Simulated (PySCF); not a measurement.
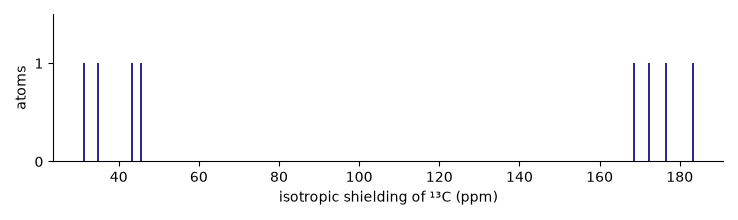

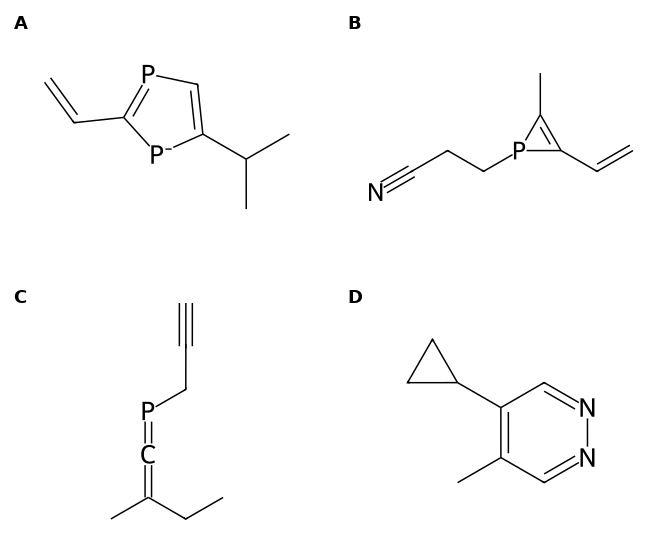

The sticks are computed shieldings of one of the molecules, for one fixed geometry (GFN2-xTB) without averaging over rotations. Low shielding means a high chemical shift. Method: GIAO PBE0/pcSseg-1 NMR shielding, non-relativistic, gas phase (PySCF 2.14.0).

**Match the spectrum to a structure.**

D, `Cc1cnncc1C1CC1`. Its 8 C atoms give lines at 31.2, 34.8, 43.3, 45.5, 168.7, 172.4, 176.5, 183.3 ppm.

The geometry is semi-empirical. Around P such bond lengths and angles can be off by a tenth of an ångström or more and by several degrees, and values that hang on the shape move with them.
